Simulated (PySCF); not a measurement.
## Geometry relaxation of C$_{3}$H$_{9}$GaO (part 2 of 2)

The same run, continued: C$_{3}$H$_{9}$GaO; PBE0-D3(BJ)/def2-SVP geometry optimisation, gas phase (PySCF 2.14.0). 

Geometry of the input (Å):
```
C  -1.3795  0.7424  -0.0282
C  -1.0284  -0.7098  0.0481
C  0.1212  -1.0593  -0.8854
O  1.3795  -0.4233  -0.5085
Ga 2.2876  0.7616  0.2576
H  -1.7128  1.0320  -1.0455
H  -0.5335  1.3903  0.2408
H  -2.2023  0.9970  0.6435
H  -0.7310  -0.9486  1.0937
H  -1.8813  -1.3273  -0.2147
H  0.3020  -2.1437  -0.8433
H  -0.1014  -0.7666  -1.8983
H  1.7177  2.0608  0.9562
H  3.7551  0.3794  0.1713
```

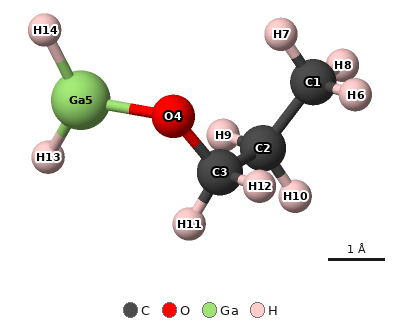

The geometry at step 18 of the log (ball-and-stick view, seen at a tilt; atoms are numbered from 1 in the order of the input).

Trajectory as extended XYZ, continued
```
14
Properties=species:S:1:pos:R:3:forces:R:3 step=13 energy=-57659.61289
C    -1.4058    0.9008   -0.2070    0.0044   0.0120  -0.0018
C    -0.9303   -0.5054    0.1194   -0.0379  -0.0070  -0.0206
C     0.1351   -1.0358   -0.8320    0.0255  -0.0249   0.0040
O     1.2634   -0.2184   -0.9570   -0.0182   0.0388   0.0018
Ga    2.3017    0.4747    0.3193    0.0097  -0.0241   0.0007
H    -1.8249    0.9539   -1.2245   -0.0033  -0.0029  -0.0004
H    -0.5828    1.6316   -0.1624    0.0019  -0.0082  -0.0030
H    -2.1816    1.2368    0.4971   -0.0065  -0.0046  -0.0038
H    -0.5547   -0.5484    1.1573    0.0246   0.0229  -0.0049
H    -1.7842   -1.2039    0.0811    0.0078  -0.0078   0.0240
H     0.4247   -2.0565   -0.5131   -0.0234  -0.0058   0.0057
H    -0.3101   -1.1416   -1.8396    0.0160   0.0127  -0.0079
H     2.0059    0.1217    1.8169    0.0072  -0.0038   0.0033
H     3.4317    1.3715   -0.2698   -0.0078   0.0028   0.0028
14
Properties=species:S:1:pos:R:3:forces:R:3 step=14 energy=-57659.62772
C    -1.5187    0.8865   -0.2438   -0.0396  -0.0649  -0.0124
C    -0.9205   -0.4593    0.1392    0.1308   0.1126  -0.0110
C     0.1462   -0.9547   -0.8321   -0.0278  -0.0788   0.1464
O     1.2394   -0.0907   -0.9366   -0.1092   0.1837  -0.1475
Ga    2.3925    0.3894    0.3362    0.0306  -0.1022   0.0565
H    -2.0002    0.8353   -1.2340    0.0001  -0.0066   0.0089
H    -0.7496    1.6700   -0.3010    0.0386   0.0133   0.0056
H    -2.2813    1.2105    0.4808    0.0187   0.0049   0.0031
H    -0.4599   -0.4018    1.1443   -0.0883   0.0002   0.0044
H    -1.7183   -1.2170    0.2097    0.0079  -0.0557  -0.0092
H     0.4734   -1.9670   -0.5238   -0.0485  -0.0415   0.0099
H    -0.3091   -1.0598   -1.8341    0.0615   0.0004  -0.0537
H     2.3521   -0.3973    1.6910    0.0029   0.0107   0.0167
H     3.3421    1.5370   -0.1100    0.0223   0.0239  -0.0176
14
Properties=species:S:1:pos:R:3:forces:R:3 step=15 energy=-57659.63283
C    -1.6464    0.8539   -0.2480   -0.0503  -0.1143   0.0070
C    -0.9214   -0.4200    0.1614    0.1628   0.1517   0.0110
C     0.1626   -0.8408   -0.8254   -0.0466  -0.0784   0.1381
O     1.2048    0.0870   -0.8781   -0.1275   0.2155  -0.1488
Ga    2.5015    0.3024    0.3268    0.0813  -0.1447   0.0074
H    -2.1562    0.7163   -1.2158    0.0051   0.0025   0.0100
H    -0.9432    1.6893   -0.3662    0.0420   0.0423   0.0120
H    -2.4119    1.1411    0.4891    0.0386   0.0270   0.0100
H    -0.4204   -0.2780    1.1404   -0.1483  -0.0338   0.0037
H    -1.6419   -1.2427    0.2978   -0.0007  -0.0593  -0.0409
H     0.5318   -1.8498   -0.5544   -0.0132  -0.0296   0.0157
H    -0.2840   -0.9208   -1.8334    0.0524  -0.0315  -0.0534
H     2.7138   -0.8842    1.3294   -0.0067   0.0306   0.0414
H     3.2990    1.6273    0.1623    0.0111   0.0221  -0.0132
14
Properties=species:S:1:pos:R:3:forces:R:3 step=16 energy=-57659.64204
C    -1.6119    0.8649   -0.2496   -0.0191  -0.0427  -0.0101
C    -0.9256   -0.4301    0.1555    0.1024   0.0796  -0.0076
C     0.1586   -0.8742   -0.8198   -0.0245  -0.0751   0.0759
O     1.2114    0.0408   -0.9019   -0.0649   0.1871  -0.0735
Ga    2.4798    0.3232    0.3216    0.0314  -0.0787   0.0215
H    -2.1060    0.7561   -1.2288   -0.0002   0.0034   0.0050
H    -0.8861    1.6862   -0.3401    0.0166   0.0086  -0.0011
H    -2.3806    1.1631    0.4793    0.0180   0.0102   0.0091
H    -0.4534   -0.3139    1.1504   -0.0683  -0.0305   0.0056
H    -1.6673   -1.2395    0.2621   -0.0035  -0.0288  -0.0295
H     0.5185   -1.8820   -0.5305   -0.0139  -0.0072   0.0229
H    -0.2845   -0.9723   -1.8284    0.0194  -0.0338  -0.0206
H     2.5970   -0.7329    1.4741    0.0025   0.0132   0.0142
H     3.3384    1.5916    0.0418    0.0041  -0.0051  -0.0119
14
Properties=species:S:1:pos:R:3:forces:R:3 step=17 energy=-57659.65055
C    -1.6342    0.8593   -0.2501    0.0177   0.0265  -0.0025
C    -0.9380   -0.4282    0.1564    0.0073   0.0024   0.0029
C     0.1651   -0.8524   -0.8028    0.0035  -0.0496  -0.0293
O     1.1981    0.0874   -0.8872   -0.0268   0.0864   0.0271
Ga    2.5078    0.3109    0.3074    0.0179  -0.0202  -0.0082
H    -2.1109    0.7558   -1.2381   -0.0044   0.0020   0.0000
H    -0.9133    1.6882   -0.3191   -0.0097  -0.0123  -0.0147
H    -2.4147    1.1456    0.4707   -0.0002  -0.0012   0.0057
H    -0.4992   -0.3154    1.1655    0.0058  -0.0260   0.0085
H    -1.6661   -1.2544    0.2370   -0.0139   0.0150  -0.0272
H     0.5404   -1.8532   -0.5065    0.0126   0.0243   0.0307
H    -0.2635   -0.9659   -1.8168   -0.0058  -0.0366   0.0116
H     2.6264   -0.7595    1.4462   -0.0028  -0.0004  -0.0017
H     3.3903    1.5629    0.0229   -0.0011  -0.0102  -0.0029
14
Properties=species:S:1:pos:R:3:forces:R:3 step=18 energy=-57659.65751
C    -1.6756    0.8509   -0.2480    0.0364   0.0532   0.0108
C    -0.9577   -0.4236    0.1592   -0.0499  -0.0481   0.0198
C     0.1747   -0.8103   -0.7784    0.0196  -0.0005  -0.0971
O     1.1746    0.1690   -0.8453   -0.0025  -0.0056   0.0940
Ga    2.5581    0.2836    0.2823   -0.0048   0.0352  -0.0220
H    -2.1351    0.7482   -1.2440   -0.0065  -0.0046  -0.0048
H    -0.9686    1.6933   -0.2975   -0.0145  -0.0144  -0.0181
H    -2.4708    1.1159    0.4649   -0.0066  -0.0074  -0.0023
H    -0.5512   -0.3141    1.1815    0.0397  -0.0145   0.0056
H    -1.6644   -1.2712    0.2099   -0.0195   0.0359  -0.0237
H     0.5776   -1.7983   -0.4755    0.0254   0.0307   0.0351
H    -0.2306   -0.9389   -1.8006   -0.0157  -0.0346   0.0208
H     2.7163   -0.8690    1.3323   -0.0012  -0.0104  -0.0168
H     3.4410    1.5456    0.0450    0.0001  -0.0149  -0.0012
14
Properties=species:S:1:pos:R:3:forces:R:3 step=19 energy=-57659.66608
C    -1.7614    0.8293   -0.2245    0.0340   0.0665   0.0156
C    -1.0105   -0.4305    0.1655   -0.0821  -0.1039   0.0415
C     0.1934   -0.7101   -0.7159   -0.0103   0.0979  -0.1475
O     1.1195    0.3447   -0.6818    0.1018  -0.1747   0.1269
Ga    2.6663    0.2369    0.2134   -0.0134   0.0867  -0.0432
H    -2.1712    0.7504   -1.2441   -0.0099  -0.0020  -0.0062
H    -1.0825    1.6956   -0.2074   -0.0249  -0.0083  -0.0119
H    -2.5964    1.0348    0.4618   -0.0152  -0.0059  -0.0069
H    -0.6759   -0.3559    1.2160    0.0537   0.0008  -0.0019
H    -1.6738   -1.3138    0.1263   -0.0228   0.0509  -0.0189
H     0.6456   -1.6800   -0.4232    0.0358   0.0389   0.0336
H    -0.1421   -0.8259   -1.7650   -0.0381  -0.0392   0.0199
H     2.9547   -1.1312    0.9204   -0.0040   0.0014  -0.0083
H     3.5227    1.5368    0.1441   -0.0045  -0.0091   0.0073
14
Properties=species:S:1:pos:R:3:forces:R:3 step=20 energy=-57659.66930
C    -1.7357    0.8385   -0.2323    0.0223   0.0339   0.0145
C    -1.0012   -0.4314    0.1614   -0.0436  -0.0327   0.0180
C     0.1862   -0.7442   -0.7336    0.0231   0.0535  -0.0731
O     1.1342    0.2906   -0.7294    0.0176  -0.1112   0.0751
Ga    2.6402    0.2556    0.2354   -0.0161   0.0438  -0.0381
H    -2.1593    0.7556   -1.2461   -0.0055  -0.0052  -0.0029
H    -1.0465    1.6962   -0.2331   -0.0065  -0.0053  -0.0056
H    -2.5604    1.0623    0.4608   -0.0083  -0.0036  -0.0058
H    -0.6460   -0.3524    1.2050    0.0245   0.0038   0.0019
H    -1.6847   -1.2990    0.1411   -0.0109   0.0248  -0.0125
H     0.6280   -1.7144   -0.4279    0.0141   0.0139   0.0226
H    -0.1691   -0.8753   -1.7742   -0.0020  -0.0099   0.0121
H     2.9093   -1.0535    1.0529   -0.0048  -0.0041  -0.0104
H     3.4931    1.5525    0.1057   -0.0036  -0.0018   0.0041
14
Properties=species:S:1:pos:R:3:forces:R:3 step=21 energy=-57659.67065
C    -1.7298    0.8443   -0.2285    0.0080   0.0026   0.0021
C    -1.0076   -0.4352    0.1590   -0.0038   0.0056   0.0046
C     0.1829   -0.7524   -0.7328    0.0121   0.0321  -0.0176
O     1.1335    0.2780   -0.7225   -0.0157  -0.0409   0.0204
Ga    2.6441    0.2593    0.2311   -0.0070   0.0151  -0.0062
H    -2.1522    0.7697   -1.2436    0.0001  -0.0014  -0.0017
H    -1.0353    1.6972   -0.2232    0.0032   0.0008  -0.0001
H    -2.5561    1.0688    0.4629    0.0006  -0.0004  -0.0033
H    -0.6522   -0.3660    1.2035    0.0006   0.0012   0.0006
H    -1.7010   -1.2939    0.1291   -0.0019   0.0016  -0.0030
H     0.6223   -1.7220   -0.4218   -0.0015  -0.0030   0.0113
H    -0.1687   -0.8842   -1.7743    0.0025  -0.0060   0.0016
H     2.9333   -1.0538    1.0351    0.0041  -0.0044  -0.0055
H     3.4748    1.5712    0.1118   -0.0012  -0.0029  -0.0031
14
Properties=species:S:1:pos:R:3:forces:R:3 step=22 energy=-57659.67115
C    -1.7292    0.8489   -0.2239   -0.0048  -0.0072  -0.0023
C    -1.0195   -0.4395    0.1573    0.0052   0.0147  -0.0039
C     0.1803   -0.7529   -0.7238    0.0054   0.0111   0.0154
O     1.1263    0.2799   -0.7004   -0.0159  -0.0058  -0.0093
Ga    2.6541    0.2598    0.2230    0.0090  -0.0097  -0.0073
H    -2.1420    0.7875   -1.2439    0.0037   0.0008  -0.0008
H    -1.0299    1.6974   -0.2023    0.0049   0.0019   0.0020
H    -2.5616    1.0700    0.4612    0.0014   0.0031  -0.0019
H    -0.6752   -0.3847    1.2063   -0.0080   0.0020   0.0015
H    -1.7180   -1.2929    0.1072    0.0007  -0.0057   0.0064
H     0.6197   -1.7207   -0.4073   -0.0053  -0.0088  -0.0005
H    -0.1606   -0.8856   -1.7688    0.0051  -0.0005  -0.0026
H     2.9749   -1.0681    0.9904    0.0007   0.0016   0.0013
H     3.4688    1.5818    0.1107   -0.0021   0.0026   0.0020
14
Properties=species:S:1:pos:R:3:forces:R:3 step=23 energy=-57659.67113
C    -1.7278    0.8523   -0.2227   -0.0048  -0.0059  -0.0029
C    -1.0233   -0.4391    0.1578    0.0069   0.0091  -0.0016
C     0.1783   -0.7539   -0.7204   -0.0029  -0.0010   0.0123
O     1.1244    0.2781   -0.6953   -0.0036   0.0062  -0.0101
Ga    2.6587    0.2557    0.2167    0.0024  -0.0062   0.0069
H    -2.1370    0.7948   -1.2444    0.0036   0.0015  -0.0018
H    -1.0256    1.6982   -0.1961    0.0024   0.0027   0.0008
H    -2.5621    1.0742    0.4598    0.0015   0.0030  -0.0015
H    -0.6825   -0.3873    1.2081   -0.0062   0.0020   0.0005
H    -1.7239   -1.2906    0.1036    0.0010  -0.0037   0.0061
H     0.6159   -1.7223   -0.4024   -0.0043  -0.0050  -0.0005
H    -0.1599   -0.8868   -1.7662    0.0002  -0.0026  -0.0023
H     2.9864   -1.0750    0.9764    0.0031   0.0010  -0.0031
H     3.4665    1.5826    0.1109    0.0006  -0.0012  -0.0027
```

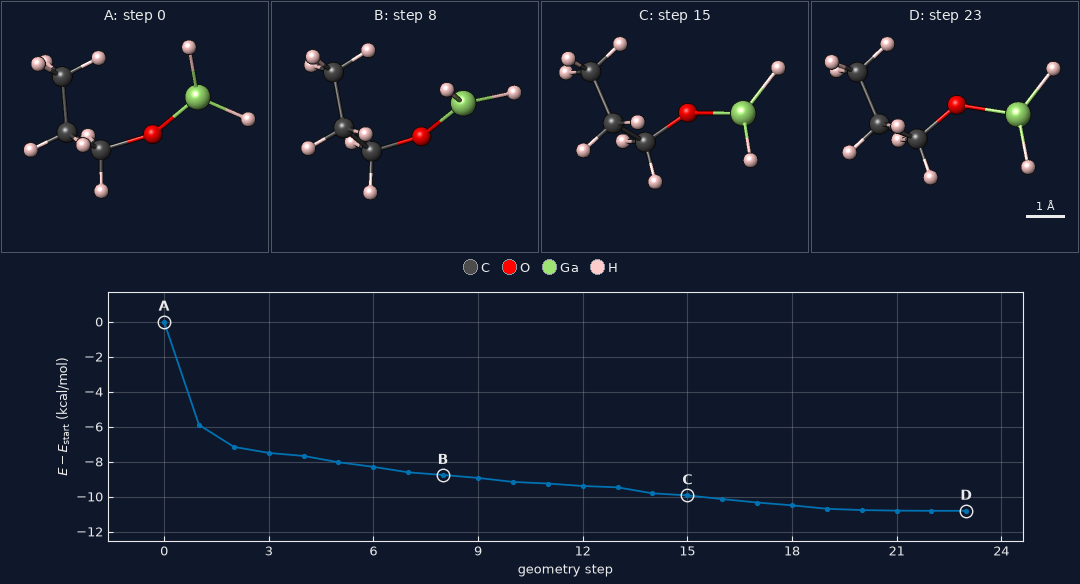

Frames of the relaxation (ball-and-stick view, seen at a tilt) above the curves, on which the letters mark them (steps are counted from 0).

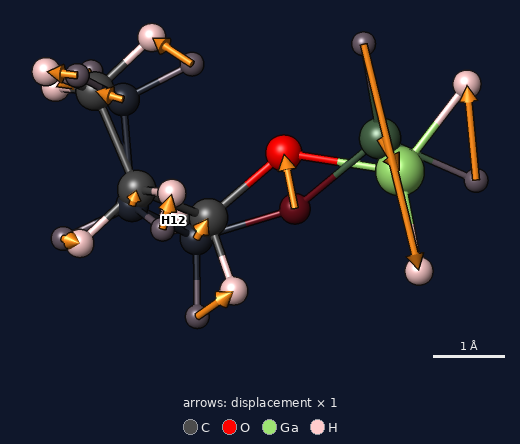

Start (faint) and end (solid) with the displacements as orange arrows, at true length (ball-and-stick view, seen at a tilt). The two geometries are laid on each other by the best rigid fit. After 23 geometry steps the energy has fallen by 10.8 kcal/mol. The largest force component goes from 3.2 to 0.012 eV/Å. The largest move after the best rigid fit is that of H13, 3.30 Å. Largest moves by element: H 3.30 Å, O 0.81 Å, Ga 0.55 Å, C 0.44 Å. Among the contacts that change: O4–Ga5 1.678 → 1.785 Å, C3–O4 1.459 → 1.400 Å, Ga5–H14 1.519 → 1.557 Å, C3–H12 1.078 → 1.107 Å. Among the angles that change: C3–O4–Ga5 153.2° → 125.5°, O4–Ga5–H13 125.9° → 116.0°, O4–C3–H11 106.1° → 111.8°. (Atoms are counted from 1 in the order of the input.)

Results in brief

| quantity | value |
| --- | --- |
| outcome | converged |
| total energy | −2118.953849 hartree |
| dipole moment | 1.05 D |
| point group | C1 |
| wall time | 4.5 min |
| peak memory | 0.52 GiB |
